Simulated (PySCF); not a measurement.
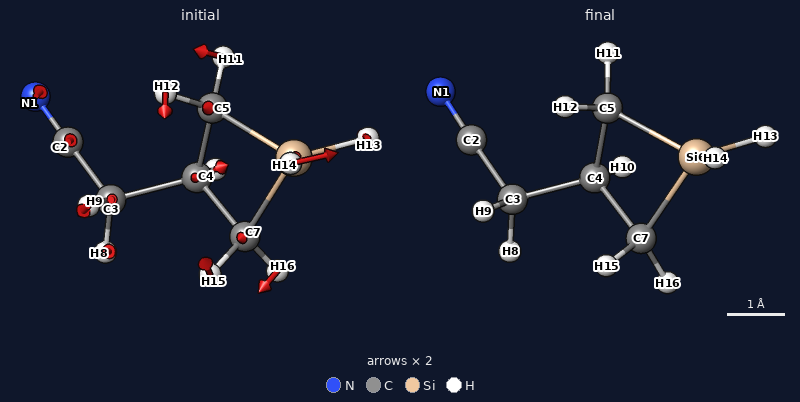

The structure of C$_{5}$H$_{9}$NSi before (left) and after (right) a relaxation, at one scale. The red arrows give the displacements, magnified 2 times.

The picture is a ball-and-stick view, seen at a tilt.

The start comes from GFN2-xTB. Its atoms were then displaced at random by about 0.01 Å.

The calculation used PBE0-D3(BJ)/def2-SVP geometry optimisation, gas phase in PySCF. 

### Summarise the run.

After 10 geometry steps the energy has fallen by 8.04 kcal/mol. H14 moves most after the best rigid fit: 0.46 Å. Largest moves by element: H 0.46 Å, N 0.24 Å, C 0.18 Å, Si 0.12 Å. Among the contacts that change: C3–C4 1.578 → 1.531 Å, N1–C2 1.113 → 1.157 Å, Si6–H13 1.452 → 1.494 Å, C4–C5 1.515 → 1.552 Å. Among the angles between lasting bonds that change: H13–Si6–H14 113.4° → 109.2°, C4–C5–Si6 90.5° → 86.7°, C4–C7–H16 112.9° → 116.5°. The run took 2 min on 1 thread of Intel(R) Xeon(R) Platinum 8259CL CPU @ 2.50GHz, on a shared host.
